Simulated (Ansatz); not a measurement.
# Sn wire along [111], 14 atoms a period, H-terminated: bands by functional and under strain

Aim: is the Sn wire along [111], 14 atoms a period, H-terminated a metal or a semiconductor?

Calculated with Ansatz 0.2.0; DFT PBE, plane waves, PAW; relaxation of a wire's period; PAW set soft_1, in the first sound run; inputs show where later runs differ.

## 1. The starting structure

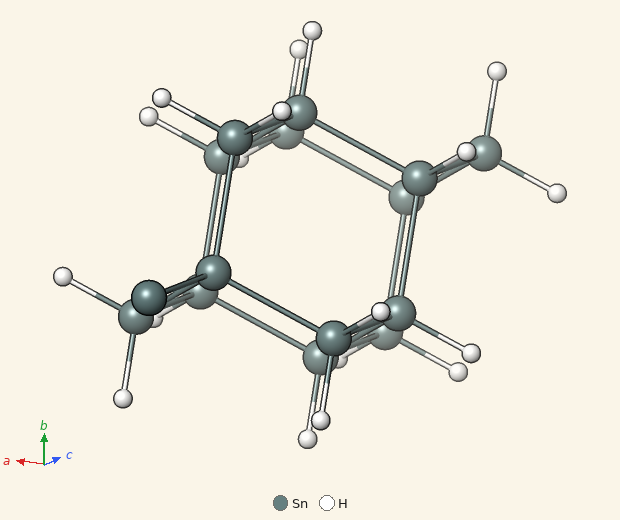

The cell as given, at a slant to the c axis (tin teal, hydrogen white). Some periodic images of atoms are drawn too.

The cell holds 32 atoms: 14 Sn and 18 H. Cell: a = 14.360 Å, b = 15.530 Å, c = 11.518 Å, α = 90.0°, β = 90.0°, γ = 90.0°. Vacuum lies along a and b. The structure's axis is c.

## 2. Relaxing the period

Band widths follow the bond lengths, so the wire is relaxed first. The atoms and the third cell vector are free; the box across stays fixed as vacuum. A Fermi-Dirac smearing is set since the result may be a metal. The pressure printed is a third of the stress's trace over the whole box, vacuum included; only the stress along the axis is relaxed.

input.yaml

```yaml
crystal:
  lattice:
    - [14.36, 0.0, 0.0]
    - [0.0, 15.53, 0.0]
    - [0.0, 0.0, 11.5181378703]
  atoms:
    - { symbol: Sn, position: [0.499999935, 0.499984994, 0.0] }
    - { symbol: Sn, position: [0.499999935, 0.499984994, 0.25] }
    - { symbol: H, position: [0.236768802, 0.465698603, 0.282688573] }
    - { symbol: H, position: [0.336272216, 0.30633777, 0.282688573] }
    - { symbol: H, position: [0.400496521, 0.727918609, 0.282688573] }
    - { symbol: H, position: [0.599503348, 0.727918609, 0.282688573] }
    - { symbol: H, position: [0.663727654, 0.30633777, 0.282688573] }
    - { symbol: H, position: [0.763231067, 0.465698603, 0.282688573] }
    - { symbol: Sn, position: [0.336272216, 0.412578325, 0.333333333] }
    - { symbol: Sn, position: [0.499999935, 0.674798331, 0.333333333] }
    - { symbol: Sn, position: [0.663727654, 0.412578325, 0.333333333] }
    - { symbol: Sn, position: [0.336272216, 0.412578325, 0.583333333] }
    - { symbol: Sn, position: [0.499999935, 0.674798331, 0.583333333] }
    - { symbol: Sn, position: [0.663727654, 0.412578325, 0.583333333] }
    - { symbol: H, position: [0.236768802, 0.64051194, 0.616021906] }
    - { symbol: H, position: [0.499999935, 0.218931101, 0.616021906] }
    - { symbol: H, position: [0.763231067, 0.64051194, 0.616021906] }
    - { symbol: H, position: [0.236768802, 0.359458047, 0.633978094] }
    - { symbol: H, position: [0.499999935, 0.781038887, 0.633978094] }
    - { symbol: H, position: [0.763231067, 0.359458047, 0.633978094] }
    - { symbol: Sn, position: [0.336272216, 0.587391663, 0.666666667] }
    - { symbol: Sn, position: [0.499999935, 0.325171656, 0.666666667] }
    - { symbol: Sn, position: [0.663727654, 0.587391663, 0.666666667] }
    - { symbol: Sn, position: [0.336272216, 0.587391663, 0.916666667] }
    - { symbol: Sn, position: [0.499999935, 0.325171656, 0.916666667] }
    - { symbol: Sn, position: [0.663727654, 0.587391663, 0.916666667] }
    - { symbol: H, position: [0.236768802, 0.534271385, 0.967311427] }
    - { symbol: H, position: [0.336272216, 0.693632218, 0.967311427] }
    - { symbol: H, position: [0.400496521, 0.272051379, 0.967311427] }
    - { symbol: H, position: [0.599503348, 0.272051379, 0.967311427] }
    - { symbol: H, position: [0.663727654, 0.693632218, 0.967311427] }
    - { symbol: H, position: [0.763231067, 0.534271385, 0.967311427] }
kpoints:
  mp_grid: { grid: [1, 1, 7] }
scf:
  occupations: { method: fermi_dirac, width: 0.05 }
hamiltonian:
  xc: pbe
  pseudopotentials: { kind: paw, azcp: { folder: soft_1 } }
relax:
  cell: { fix: [a, b, alpha, beta, gamma] }
  max_steps: 45
  f_tol: 0.03
```

Command:

```sh
$ ansatz run input.yaml --threads 4 --pin off --max-ram 16384MiB --backend cpu --events-out ev --progress --plain --runs-dir out
```

Numbers of over 12 decimals in the logs are rounded to 6 here.

The log of the run:

```text
Engine: ansatz 0.2.0, aarch64-unknown-linux-gnu
Pseudopotentials: kind: paw
Pseudopotential: Sn, paw, valence charge 14, recommended cutoff 420 eV (normal), soft_1/Sn.paw.azcp
Pseudopotential: H, paw, valence charge 1, recommended cutoff 420 eV (normal), soft_1/H.paw.azcp
Functional definition: PBE
  parameter kappa = 0.804
  parameter beta = 0.066725
  exchange = pbe_x(kappa = kappa, mu = beta*pi^2/3)
  correlation = pbe_c(beta = beta)
Crystal: 32 atoms, lattice volume = 2568.669 Å³
Basis set: ecut = 420 eV, 50243 PW (Γ), exchange–correlation on 192×216×160 points (8 copies of the dense FFT grid, shifted against one another)
Bands: 139, of which v1, the nominal top of the filled ones, is band 107 counted from 1 (106 counted from 0)
Symmetry: 4 space group operations
Space group: P2/m (ITA 10), of the structure as read, at distance tolerance 1.4e-4 Å
k-points: 4 of 7
Non-local potential: Sn, projectors of the file, l = 0: 2, l = 1: 2, l = 2: 2, l = 3: 1
Non-local potential: H, projectors of the file, l = 0: 2, l = 1: 1
PAW form: soft (Blöchl's): semilocal exchange-correlation on the pseudo side does not see the compensation charge
PAW one-centre angular grid: Sn, 590 points (default); XC on 64 Gauss nodes
PAW one-centre angular grid: H, 110 points (default); XC on 64 Gauss nodes
Initial density: superposition of atomic densities (neutral atoms: chi_scale 0, normalization atom)
Initial wavefunctions: pseudopotential atomic-orbital guess
Functional: x = pbe(κ = 0.804, μ = 0.219515), c = pbe(β = 0.066725)
SCF iter   1: F=—  HF=-84622.996566 eV  |F-HF|=—  |Δ(HF+E_count)|=         —  Δρ=2.50e-2  dr2=1.65e1  ethr=3.10e-3  ⟨swp⟩=7.8  Hψ=2714  notcnv=0  defer=16
preconditioner: auto → Resta (q_TF=auto, 1.803 Å⁻¹)  ε∞=1.6  [insulator: Δε(μ)=1.911 eV  Ē_g=8.183 eV  σ=0.050 eV  W_gap=1.00  n_scr=254 (ndim 8)  ℏωp=6.3 eV  f_vac=0.644  D(μ)=0.00/eV (n_scr^D=0)  ε∞_Penn≈1.6  vacuum switching on, ρ_ref=4.9e-3 e/Å³]
SCF iter   2: F=—  HF=-84618.726326 eV  |F-HF|=—  |Δ(HF+E_count)|=    4.27e0  Δρ=8.75e-3  dr2=2.67e0  ethr=3.10e-3  ⟨swp⟩=3.8  Hψ=817  notcnv=0  defer=103
SCF iter   3: F=—  HF=-84618.141807 eV  |F-HF|=—  |Δ(HF+E_count)|=   5.85e-1  Δρ=3.05e-3  dr2=5.67e-1  ethr=1.25e-3  ⟨swp⟩=3.8  Hψ=721  notcnv=0  defer=103
SCF iter   4: F=—  HF=-84618.028877 eV  |F-HF|=—  |Δ(HF+E_count)|=   1.13e-1  Δρ=8.53e-4  dr2=1.94e-2  ethr=2.65e-4  ⟨swp⟩=4.5  Hψ=1100  notcnv=0  defer=103
SCF iter   5: F=—  HF=-84618.032444 eV  |F-HF|=—  |Δ(HF+E_count)|=   3.57e-3  Δρ=2.76e-4  dr2=1.67e-3  ethr=9.07e-6  ⟨swp⟩=2.0  Hψ=551  notcnv=0  defer=103
SCF iter   6: F=—  HF=-84618.033641 eV  |F-HF|=—  |Δ(HF+E_count)|=   1.20e-3  Δρ=7.87e-5  dr2=5.41e-4  ethr=7.78e-7  ⟨swp⟩=2.0  Hψ=881  notcnv=0  defer=103
SCF iter   7: F=—  HF=-84618.033632 eV  |F-HF|=—  |Δ(HF+E_count)|=   8.33e-6  Δρ=2.37e-5  dr2=3.98e-5  ethr=2.53e-7  ⟨swp⟩=2.0  Hψ=861  notcnv=0  defer=103
SCF iter   8: F=—  HF=-84618.033820 eV  |F-HF|=—  |Δ(HF+E_count)|=   1.87e-4  Δρ=8.01e-6  dr2=1.97e-6  ethr=1.86e-8  ⟨swp⟩=2.0  Hψ=704  notcnv=0  defer=103
SCF iter   9: F=—  HF=-84618.033823 eV  |F-HF|=—  |Δ(HF+E_count)|=   3.59e-6  Δρ=2.39e-6  dr2=1.79e-7  ethr=9.22e-10  ⟨swp⟩=3.0  Hψ=999  notcnv=0  defer=103
SCF iter  10: F=-84618.033824 eV  HF=-84618.033824 eV  |F-HF|=2.18e-8  |Δ(HF+E_count)|=   4.68e-7  Δρ=6.97e-7  dr2=1.37e-8  ethr=4.67e-11  ⟨swp⟩=5.0  Hψ=1719  notcnv=0
SCF 1 converged in 10 iterations: F = -84618.033824 eV  dr2 = 1.37e-8
  greatest PAW one-centre occupation: 0.991 electrons in one spin orbital (limit 2), on the Sn atom at site 24 (counted from 0), in its partial waves of l = 2
relax step   1: F+E_penalty+E_count = -84618.03382382 eV  Δ(F+E_penalty+E_count) = +0.000e0 eV  max|allowed force component| = 2.141e-1 eV/Å  Δτ_max = 0.0000 Å  P = -0.380 GPa  Ω = 2568.669 Å³  fix = [a, b, alpha, beta, gamma]  reactions: a -0.419, b -0.421 GPa; alpha -0.000 GPa/rad  (10 SCF iters, dr2 threshold 1.00e-7 eV, accepted)
Crystal: 32 atoms, lattice volume = 2549.240 Å³
Basis set: ecut = 420 eV, 49791 PW (Γ), exchange–correlation on 192×216×160 points (8 copies of the dense FFT grid, shifted against one another)
Initial density: handed on by an earlier stage of this run
Initial wavefunctions: those handed on with the density
iter 1 solved again at ethr=3.84e-4 eV; its pass at ethr=3.10e-3 eV (dr2=8.22e-1 eV) is discarded
SCF iter   1: F=—  HF=-84617.748149 eV  |F-HF|=—  |Δ(HF+E_count)|=         —  Δρ=6.85e-3  dr2=8.19e-1  ethr=3.84e-4  ⟨swp⟩=5.5  Hψ=3104  notcnv=0
preconditioner: auto → Resta (q_TF=auto, 1.805 Å⁻¹)  ε∞=1.6  [insulator: Δε(μ)=2.576 eV  Ē_g=8.172 eV  σ=0.050 eV  W_gap=1.00  n_scr=254 (ndim 8)  ℏωp=6.3 eV  f_vac=0.706  D(μ)=0.00/eV (n_scr^D=0)  ε∞_Penn≈1.6  vacuum switching on, ρ_ref=4.8e-3 e/Å³]
SCF iter   2: F=—  HF=-84617.647955 eV  |F-HF|=—  |Δ(HF+E_count)|=   1.00e-1  Δρ=3.23e-3  dr2=1.63e-1  ethr=3.83e-4  ⟨swp⟩=4.0  Hψ=820  notcnv=0
SCF iter   3: F=—  HF=-84617.647861 eV  |F-HF|=—  |Δ(HF+E_count)|=   9.42e-5  Δρ=7.97e-4  dr2=3.86e-2  ethr=7.62e-5  ⟨swp⟩=4.5  Hψ=1160  notcnv=0  defer=25
SCF iter   4: F=—  HF=-84617.640491 eV  |F-HF|=—  |Δ(HF+E_count)|=   7.37e-3  Δρ=1.49e-4  dr2=9.23e-4  ethr=1.80e-5  ⟨swp⟩=3.0  Hψ=1083  notcnv=0  defer=31
SCF iter   5: F=—  HF=-84617.640741 eV  |F-HF|=—  |Δ(HF+E_count)|=   2.50e-4  Δρ=4.67e-5  dr2=6.02e-5  ethr=4.31e-7  ⟨swp⟩=2.0  Hψ=700  notcnv=0  defer=31
SCF iter   6: F=—  HF=-84617.640793 eV  |F-HF|=—  |Δ(HF+E_count)|=   5.20e-5  Δρ=1.21e-5  dr2=1.28e-5  ethr=2.81e-8  ⟨swp⟩=2.0  Hψ=629  notcnv=0  defer=31
SCF iter   7: F=-84617.640793 eV  HF=-84617.640793 eV  |F-HF|=2.65e-7  |Δ(HF+E_count)|=   1.97e-7  Δρ=4.68e-6  dr2=1.34e-6  ethr=1.34e-9  ⟨swp⟩=5.5  Hψ=1944  notcnv=0
SCF 2 converged in 7 iterations: F = -84617.640793 eV  dr2 = 1.34e-6
  greatest PAW one-centre occupation: 0.990 electrons in one spin orbital (limit 2), on the Sn atom at site 24 (counted from 0), in its partial waves of l = 2
relax step   2: F+E_penalty+E_count = -84617.64079280 eV  Δ(F+E_penalty+E_count) = +3.930e-1 eV  max|allowed force component| = 9.396e-1 eV/Å  Δτ_max = 0.1943 Å  P = +0.550 GPa  Ω = 2549.240 Å³  energy of the carried Pulay correction = +1.441e-3 eV  fix = [a, b, alpha, beta, gamma]  (7 SCF iters, dr2 threshold 2.87e-6 eV, rejected (line search))
Crystal: 32 atoms, lattice volume = 2565.278 Å³
Basis set: ecut = 420 eV, 50183 PW (Γ), exchange–correlation on 192×216×160 points (8 copies of the dense FFT grid, shifted against one another)
iter 1 solved again at ethr=1.98e-4 eV; its pass at ethr=3.10e-3 eV (dr2=4.24e-1 eV) is discarded
[...]
Initial wavefunctions: pseudopotential atomic-orbital guess (no wavefunctions were taken with the density)
iter 1 solved again at ethr=7.09e-7 eV; its pass at ethr=3.10e-3 eV (dr2=1.52e-3 eV) is discarded
SCF iter   1: F=—  HF=-84618.198659 eV  |F-HF|=—  |Δ(HF+E_count)|=         —  Δρ=9.52e-7  dr2=2.00e-8  ethr=7.09e-7  ⟨swp⟩=5.5  Hψ=4501  notcnv=0  defer=1
eigensolver tolerance schedule: the retry pair's looser diagonalisation over-reported the residual by 75897.77 of it (diagonalisation noise at an unbounded share of the residual, at the tolerance the schedule requests for it); recorded, not acted on — ethr = c·dr2/N_el stays at c = 1.0e-1
preconditioner: auto → Resta (q_TF=auto, 1.803 Å⁻¹)  ε∞=1.6  [insulator: Δε(μ)=2.266 eV  Ē_g=7.939 eV  σ=0.050 eV  W_gap=1.00  n_scr=254 (ndim 8)  ℏωp=6.3 eV  f_vac=0.695  D(μ)=0.00/eV (n_scr^D=0)  ε∞_Penn≈1.6  vacuum switching on, ρ_ref=4.6e-3 e/Å³]
SCF iter   2: F=—  HF=-84618.198824 eV  |F-HF|=—  |Δ(HF+E_count)|=   1.65e-4  Δρ=6.59e-7  dr2=1.70e-8  ethr=9.34e-12  ⟨swp⟩=4.8  Hψ=1919  notcnv=0  defer=1
SCF iter   3: F=—  HF=-84618.198824 eV  |F-HF|=—  |Δ(HF+E_count)|=   4.32e-9  Δρ=4.29e-7  dr2=3.51e-9  ethr=7.93e-12  ⟨swp⟩=3.0  Hψ=959  notcnv=0  defer=1
SCF iter   4: F=—  HF=-84618.198824 eV  |F-HF|=—  |Δ(HF+E_count)|=  8.59e-10  Δρ=2.26e-7  dr2=8.91e-10  ethr=1.64e-12  ⟨swp⟩=3.0  Hψ=969  notcnv=0  defer=1
SCF iter   5: F=-84618.198824 eV  HF=-84618.198824 eV  |F-HF|=1.16e-10  |Δ(HF+E_count)|=  5.82e-10  Δρ=2.95e-8  dr2=5.91e-11  ethr=1.00e-12  ⟨swp⟩=5.5  Hψ=1913  notcnv=0
SCF 6 converged in 5 iterations: F = -84618.198824 eV  dr2 = 5.91e-11
relax step   6: F+E_penalty+E_count = -84618.19882441 eV  Δ(F+E_penalty+E_count) = +1.088e-4 eV  max|allowed force component| = 3.120e-3 eV/Å  Δτ_max = 0.0000 Å  P = -0.003 GPa  Ω = 2567.230 Å³  fix = [a, b, alpha, beta, gamma]  reactions: a -0.002, b -0.005 GPa; alpha +0.000 GPa/rad  stress off target by 1.85e-3 GPa on what of the cell is left free  SCF on the basis re-selected at this cell (its energy is not comparable with the rows above)  (5 SCF iters)
basis re-selected at this cell: Δ(F+E_penalty+E_count) = +1.088e-4 eV, ΔP = +0.000 GPa vs the last step (what re-selecting the basis moved, of the pressure what is left beyond the Pulay correction that the steps carried, after the strain that the cell walked since its last selection, with what the two solves' SCF thresholds leave and, on support functions, any second-order correction that the steps lacked; it is no m [...]
SCF converged after 5 iterations
Free energy (F): -84618.198824 eV
Harris-Foulkes:  -84618.198824 eV  (|F-HF|=1.16e-10)
Internal energy: -84618.198824 eV  (E = F + TS)
E sigma→0 (E₀):  -84618.198824 eV
Fermi energy:    -1.917304 eV
--- Per-component energies (eV) ---
  E_band       = -3761.936014
  E_kinetic    = 2577.019081
  E_local      = -69370.047469  (includes V_loc(G=0)·N_el)
  E_nonlocal   = 2039.079576
  E_hartree    = 33432.682409
  E_xc         = -1902.588874
  E_vxc        = -1304.801127  (∫ρ·V_xc dr)
  E_paw        = -61198.024032  (= ΣΔE_a)
  E_vpaw       = -4568.537303  (= ΣTr[D̂ρ^β])
  E_aug_tail   = -0.011795  (compensation charges beyond the density's cutoff)
  E_ewald      = 9803.692279
  E_smearing   = -0.000000  (= −TS)
  E_closure    = 0.000000  (closes the sum)
  Σ components = -84618.198824   (vs F -84618.198824, Δ=0.00e0)
--- Forces (eV/Å), atoms counted from 1 ---
  atom   1  Sn     0.00000000     0.00009432    -0.00182285
  atom   2  Sn    -0.00000000    -0.00009432     0.00182285
  atom   3  H      0.00194162     0.00039608     0.00125482
  atom   4  H      0.00135952     0.00138067     0.00114022
  atom   5  H      0.00065090    -0.00178928     0.00106012
  atom   6  H     -0.00065090    -0.00178928     0.00106012
  atom   7  H     -0.00135952     0.00138067     0.00114022
  atom   8  H     -0.00194162     0.00039608     0.00125482
  atom   9  Sn    -0.00106432    -0.00053178    -0.00002498
  atom  10  Sn    -0.00000000     0.00125013    -0.00002554
  atom  11  Sn     0.00106432    -0.00053178    -0.00002498
  atom  12  Sn     0.00076166     0.00034909    -0.00103166
  atom  13  Sn     0.00000000    -0.00131324    -0.00081123
  atom  14  Sn    -0.00076166     0.00034909    -0.00103166
  atom  15  H      0.00157992    -0.00112551     0.00306673
  atom  16  H     -0.00000000     0.00211739     0.00311951
  atom  17  H     -0.00157992    -0.00112551     0.00306673
  atom  18  H      0.00157992     0.00112551    -0.00306673
  atom  19  H      0.00000000    -0.00211739    -0.00311951
  atom  20  H     -0.00157992     0.00112551    -0.00306673
  atom  21  Sn     0.00076166    -0.00034909     0.00103166
  atom  22  Sn    -0.00000000     0.00131324     0.00081123
  atom  23  Sn    -0.00076166    -0.00034909     0.00103166
  atom  24  Sn    -0.00106432     0.00053178     0.00002498
  atom  25  Sn     0.00000000    -0.00125013     0.00002554
  atom  26  Sn     0.00106432     0.00053178     0.00002498
  atom  27  H      0.00194162    -0.00039608    -0.00125482
  atom  28  H      0.00135952    -0.00138067    -0.00114022
  atom  29  H      0.00065090     0.00178928    -0.00106012
  atom  30  H     -0.00065090     0.00178928    -0.00106012
  atom  31  H     -0.00135952    -0.00138067    -0.00114022
  atom  32  H     -0.00194162    -0.00039608    -0.00125482
  max |Σ_I F_I| component: 6.51e-19 eV/Å
--- Stress (GPa, compression-positive) ---
       -0.001824       0.000000       0.000000
        0.000000      -0.004561      -0.000040
        0.000000      -0.000040      -0.001845
  P = ⅓ Tr σ = -0.0027 GPa (-0.027 kbar)
--- Relaxed structure (5 steps of the walk, 3 accepted, 1 SCFs on fresh bases) ---
  F+E_penalty+E_count = -84618.19882441 eV   max|allowed force component| = 3.120e-3 eV/Å   (the final SCF, on the basis selected at the relaxed cell)
  cell:  # Å, volume = 2567.2297 Å³
    - [14.36, 0, 0]
    - [0, 15.53, 0]
    - [0, 0, 11.511683]
  atoms:
    - { symbol: Sn, position: [0.5, 0.499976, 0.000986434] }
    - { symbol: Sn, position: [0.5, 0.499994, 0.249014] }
    - { symbol: H, position: [0.240545, 0.464777, 0.284621] }
    - { symbol: H, position: [0.337324, 0.309815, 0.284599] }
    - { symbol: H, position: [0.403232, 0.725359, 0.284578] }
    - { symbol: H, position: [0.596768, 0.725359, 0.284578] }
    - { symbol: H, position: [0.662676, 0.309815, 0.284599] }
    - { symbol: H, position: [0.759455, 0.464777, 0.284621] }
    - { symbol: Sn, position: [0.340150, 0.414642, 0.335973] }
    - { symbol: Sn, position: [0.5, 0.670686, 0.335948] }
    - { symbol: Sn, position: [0.659850, 0.414642, 0.335973] }
    - { symbol: Sn, position: [0.340064, 0.414582, 0.582058] }
    - { symbol: Sn, position: [0.5, 0.670823, 0.582033] }
    - { symbol: Sn, position: [0.659936, 0.414582, 0.582058] }
    - { symbol: H, position: [0.241179, 0.638136, 0.617571] }
    - { symbol: H, position: [0.5, 0.223591, 0.617569] }
    - { symbol: H, position: [0.758821, 0.638136, 0.617571] }
    - { symbol: H, position: [0.241179, 0.361834, 0.632429] }
    - { symbol: H, position: [0.5, 0.776379, 0.632431] }
    - { symbol: H, position: [0.758821, 0.361834, 0.632429] }
    - { symbol: Sn, position: [0.340064, 0.585388, 0.667942] }
    - { symbol: Sn, position: [0.5, 0.329147, 0.667967] }
    - { symbol: Sn, position: [0.659936, 0.585388, 0.667942] }
    - { symbol: Sn, position: [0.340150, 0.585328, 0.914027] }
    - { symbol: Sn, position: [0.5, 0.329284, 0.914052] }
    - { symbol: Sn, position: [0.659850, 0.585328, 0.914027] }
    - { symbol: H, position: [0.240545, 0.535193, 0.965379] }
    - { symbol: H, position: [0.337324, 0.690155, 0.965401] }
    - { symbol: H, position: [0.403232, 0.274611, 0.965422] }
    - { symbol: H, position: [0.596768, 0.274611, 0.965422] }
    - { symbol: H, position: [0.662676, 0.690155, 0.965401] }
    - { symbol: H, position: [0.759455, 0.535193, 0.965379] }
```

Run time: 2.5 min. Hardware: 4 threads of Arm Neoverse V2, shared host; peak memory 5.6 GiB; 9 min of CPU time.

The steps of the relaxation:

| step | energy less that of the first step (eV) | largest force component (eV/Å) | pressure (GPa) | volume (Å³) |
| --- | --- | --- | --- | --- |
| 1 | 0.0000 | 0.2141 | -0.38 | 2568.67 |
| 2 | 0.3930 | 0.9396 | 0.55 | 2549.24 |
| 3 | -0.1600 | 0.0611 | -0.04 | 2565.28 |
| 4 | -0.1566 | 0.0831 | 0.02 | 2571.82 |
| 5 | -0.1651 | 0.0031 | 0.00 | 2567.23 |
| 6* | -0.1650 | 0.0031 | 0.00 | 2567.23 |

Relaxation steps marked * repeat the geometry before them on a plane-wave basis chosen anew for their cell, so energy and pressure can jump there. Relaxation steps 2, 4 were tried and not accepted.

Forces are held to the 4 operations that the run works with; a distortion that breaks them can't arise in this run.

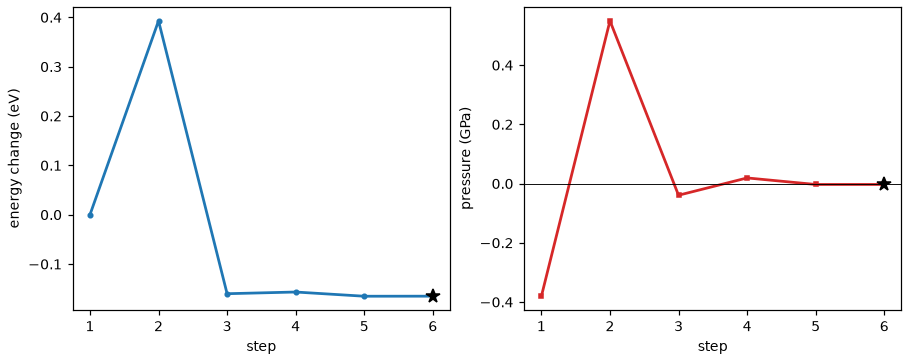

Energy and pressure along the relaxation. Stars mark steps on a basis chosen anew.

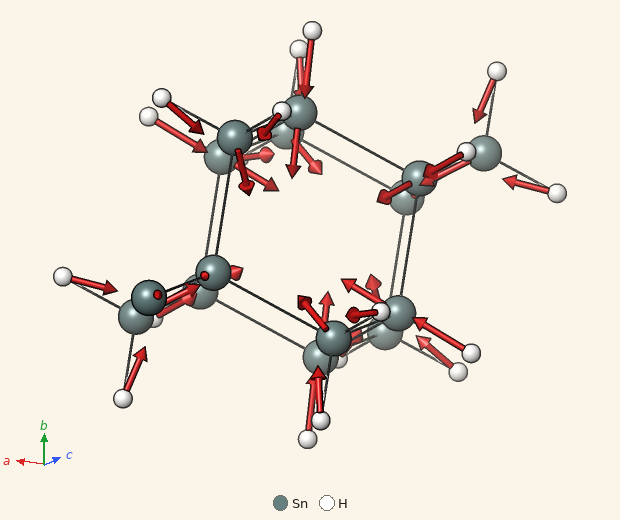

Displacements in the relaxation, exaggerated, measured against the changing cell; the longest in the cell stands for 0.08 Å. Some periodic images of atoms are drawn too.

| cell as run | before | after | change |
| --- | --- | --- | --- |
| c (Å) | 11.518 | 11.512 | -0.1 % |

The atoms that moved most (Å, along periodic axes as changes of fractional coordinates times the final cell, across vacuum about the mean position):

```csv
atom,dx,dy,dz,length
H18,0.063,0.037,-0.018,0.075
H15,0.063,-0.037,0.018,0.075
H20,-0.063,0.037,-0.018,0.075
H17,-0.063,-0.037,0.018,0.075
H19,0.000,-0.072,-0.018,0.075
H16,0.000,0.072,0.018,0.075
Sn26,-0.056,-0.032,-0.030,0.071
Sn11,-0.056,0.032,0.030,0.071
```

Numbers from this step:

| Property | Result |
| --- | --- |
| cell length along the wire | 11.51 Å |

The cell's length comes to 11.512 Å with spin left out.

(Part 1 of 3 ends here.)

[Logs are printed without paths, hosts, clocks, repeated set-up lines and the standing remarks that a program may print on its own settings, such as how far it seeks lower states.]

[Hosts, paths, dates, database ids (printed as entryN), source tags and the programs' standing remarks are cut or masked in the printed files.]
